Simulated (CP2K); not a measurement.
# AM1 run of CH7AlSSi (SMILES [CH3][AlH][SiH2]S)

What is the energy change on altering one bond length of CH7AlSSi at AM1? 

Program for the calculation: CP2K 2026.2.

2 further runs of the same task are left out: 1 that didn't finish, 1 set aside as unsound or not needed.

### 1 Starting point

CH7AlSSi has 11 atoms, charge 0, and is taken as a singlet. SMILES: `[CH3][AlH][SiH2]S`. Geometry: a rough force-field guess. This is one conformer, not always the lowest.

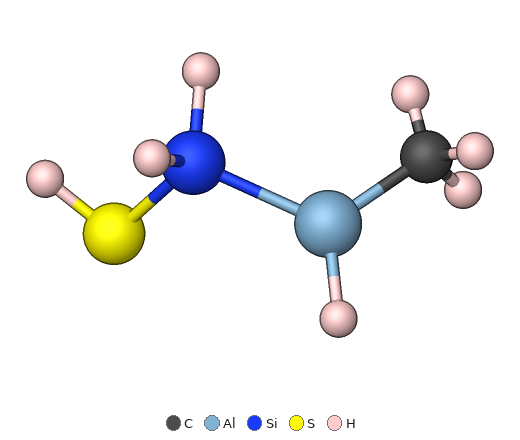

Viewed from a chosen angle; carbon dark grey, aluminium light blue, silicon blue, sulfur yellow, hydrogen pink.

### 2 The energy at AM1

File calc.inp:

```
&GLOBAL
 PROJECT_NAME calc
 RUN_TYPE ENERGY
 PRINT_LEVEL MEDIUM
&END GLOBAL
&FORCE_EVAL
 METHOD QUICKSTEP
 &DFT
  &QS
   METHOD AM1
   EPS_DEFAULT 1.0E-10
   &SE
    &COULOMB
     CUTOFF [angstrom] 50
     RC_RANGE [angstrom] 0
    &END COULOMB
    &EXCHANGE
     CUTOFF [angstrom] 50
     RC_RANGE [angstrom] 0
    &END EXCHANGE
   &END SE
  &END QS
  &POISSON
   PERIODIC NONE
   POISSON_SOLVER ANALYTIC
  &END POISSON
  &SCF
   SCF_GUESS ATOMIC
   EPS_SCF 1.0E-06
   MAX_SCF 150
   ADDED_MOS 4
   &DIAGONALIZATION
    ALGORITHM STANDARD
   &END DIAGONALIZATION
   &MIXING
    METHOD DIRECT_P_MIXING
    ALPHA 0.4
   &END MIXING
  &END SCF
  &PRINT
   &MOMENTS
    PERIODIC F
    REFERENCE COM
    MAX_MOMENT 1
   &END MOMENTS
   &MO ON
    ENERGIES T
    OCCUPATION_NUMBERS T
    NDIGITS 6
    &EACH
     QS_SCF 0
    &END EACH
    ADD_LAST NUMERIC
   &END MO
   &HIRSHFELD OFF
   &END HIRSHFELD
  &END PRINT
 &END DFT
 &SUBSYS
  &CELL
   ABC 14.1 16.8 14.4
   PERIODIC NONE
  &END CELL
  &COORD
   C     -0.803900     2.075800    -0.082700
   Al    -0.022800     0.515800    -0.932600
   Si     0.741200    -1.233500     0.417400
   S     -0.196400    -3.033900    -0.062300
   H     -0.847600     1.995600     0.990900
   H     -0.274100     3.041400    -0.373300
   H     -1.870100     2.225900    -0.449600
   H      0.145200     0.435800    -2.526900
   H      0.542100    -0.882200     1.885400
   H      2.216700    -1.420900     0.227000
   H      0.435100    -3.777000     0.927300
  &END COORD
  &TOPOLOGY
   &CENTER_COORDINATES
   &END CENTER_COORDINATES
  &END TOPOLOGY
 &END SUBSYS
&END FORCE_EVAL
```

Started as:

```bash
$ OMP_NUM_THREADS=1 cp2k.psmp -i calc.inp -o calc.out
```

Standard output:

```text
CP2K| version string:                                       CP2K version 2026.2
[...]
 GLOBAL| Method name                                                        CP2K
[...]
 GLOBAL| Run type                                                         ENERGY
[...]
                             - Atoms:                                         11
[...]
                             - Spherical basis functions:                     23
[...]
 Number of electrons:                                                         24
[...]
     1 P_Mix/Diag. 0.40E+00    0.0     0.85866207       -15.5380065625 -1.55E+01
[...]
    19 DIIS/Diag.  0.15E-06    0.0     0.00000050       -20.2537352764 -8.49E-13
  *** SCF run converged in    19 steps ***
  Core-core repulsion energy [eV]:                           1124.99806082216105
  Core Hamiltonian energy [eV]:                              -830.39283701956390
  Two-electron integral energy [eV]:                        -1691.47477787754315
  Electronic energy [eV]:                                   -1676.13022595833536
  Total energy [eV]:                                         -551.13216513617442
  Atomic reference energy [eV]:                               551.99814239920136
  Heat of formation [kcal/mol]:                                19.96991167758164
[...]
 SE_DIPOLE| Moment [Debye]         -0.77372336      -1.15609389      -1.16648641
 SE_DIPOLE| Derivative [a.u.]       0.00000000       0.00000000       0.00000000
 ENERGY| Total FORCE_EVAL ( QS ) energy [hartree]            -20.253735276435968
[...]
```

Wall time 0.22 s (1 thread of Arm Neoverse V2, shared host).

### 3 The distorted shape at the same level

File qs.inp:

```
&FORCE_EVAL
  METHOD QUICKSTEP
  &DFT
    CHARGE 0
    MULTIPLICITY 1
    &QS
      METHOD AM1
      EPS_DEFAULT 1.0E-10
      &SE
        &COULOMB
          CUTOFF [angstrom] 50
          RC_RANGE [angstrom] 0
        &END
        &EXCHANGE
          CUTOFF [angstrom] 50
          RC_RANGE [angstrom] 0
        &END
      &END
    &END
    &POISSON
      PERIODIC NONE
      POISSON_SOLVER ANALYTIC
    &END
    &SCF
      SCF_GUESS ATOMIC
      EPS_SCF 1.0E-06
      MAX_SCF 150
      ADDED_MOS 4
      &DIAGONALIZATION
        ALGORITHM STANDARD
      &END
      &MIXING
        METHOD DIRECT_P_MIXING
        ALPHA 0.4
      &END
    &END
    &PRINT
      &MOMENTS
        PERIODIC F
        REFERENCE COM
        MAX_MOMENT 1
      &END
      &MO ON
        ENERGIES T
        OCCUPATION_NUMBERS T
        NDIGITS 6
        &EACH
          QS_SCF 0
        &END
        ADD_LAST NUMERIC
      &END
      &HIRSHFELD OFF
      &END
    &END
  &END
  &SUBSYS
    &CELL
      ABC [angstrom] 14.1 16.8 15.4
      PERIODIC NONE
    &END
    &COORD
      C     -0.904701     2.123800     0.873885
      Al    -0.123601     0.563800     0.023985
      Si     0.640399    -1.185500     1.373985
      S     -0.297201    -2.985900     0.894285
      H     -0.948401     2.043600     1.947485
      H     -0.374901     3.089400     0.583285
      H     -1.970901     2.273900     0.506985
      H      0.145200     0.435800    -2.526900
      H      0.441299    -0.834200     2.841985
      H      2.115899    -1.372900     1.183585
      H      0.334299    -3.729000     1.883885
    &END
    &TOPOLOGY
      &CENTER_COORDINATES
      &END
    &END
  &END
&END
&GLOBAL
  PROJECT_NAME qs
  RUN_TYPE ENERGY
  PRINT_LEVEL MEDIUM
&END
```

Started as:

```bash
$ OMP_NUM_THREADS=1 cp2k.psmp -i qs.inp -o qs.out
```

Standard output:

```text
CP2K| version string:                                       CP2K version 2026.2
[...]
 GLOBAL| Method name                                                        CP2K
[...]
 GLOBAL| Run type                                                         ENERGY
[...]
                             - Atoms:                                         11
[...]
                             - Spherical basis functions:                     23
[...]
 Number of electrons:                                                         24
[...]
     1 P_Mix/Diag. 0.40E+00    0.0     0.85429960       -15.5767338152 -1.56E+01
[...]
    20 DIIS/Diag.  0.18E-06    0.0     0.00000035       -20.1321835375 -5.19E-12
  *** SCF run converged in    20 steps ***
  Core-core repulsion energy [eV]:                           1107.12912172036704
  Core Hamiltonian energy [eV]:                              -827.69779092179931
  Two-electron integral energy [eV]:                        -1654.51180981644484
  Electronic energy [eV]:                                   -1654.95369583002162
  Total energy [eV]:                                         -547.82457410965458
  Atomic reference energy [eV]:                               551.99814239920136
  Heat of formation [kcal/mol]:                                96.24477879624733
[...]
 SE_DIPOLE| Moment [Debye]         -0.72999718      -1.21612918      -1.30813264
 SE_DIPOLE| Derivative [a.u.]       0.00000000       0.00000000       0.00000000
 ENERGY| Total FORCE_EVAL ( QS ) energy [hartree]            -20.132183537503625
[...]
```

Run time: 0.22 s. Hardware: 1 thread of Arm Neoverse V2, shared host.

### 4 Summary of results

At AM1:

```
                                                          quantity          value
                                         first shape: total energy   -20.25374 Eh
                                        first shape: dipole moment         1.82 D
                                          first shape: HOMO energy       -9.46 eV
                                          first shape: LUMO energy       -1.65 eV
                                        first shape: HOMO–LUMO gap        7.81 eV
                                    first shape: heat of formation  20.0 kcal/mol
                                     distorted shape: total energy   -20.13218 Eh
                                    distorted shape: dipole moment         1.93 D
                                      distorted shape: HOMO energy       -8.56 eV
                                      distorted shape: LUMO energy       -1.61 eV
                                    distorted shape: HOMO–LUMO gap        6.95 eV
                                distorted shape: heat of formation  96.2 kcal/mol
energy change with the Al2–H8 bond stretched from 1.605 to 2.568 Å       3.308 eV
```

What this shows: One bond (distorted shape) is far stretched, which a spin-restricted single reference describes badly. With the Al2–H8 bond stretched from 1.605 to 2.568 Å the energy rises by 3.31 eV (76 kcal/mol). The first shape isn't relaxed at this level, so the change isn't measured from a minimum. A restricted reference can't describe the breaking bond well at this length.
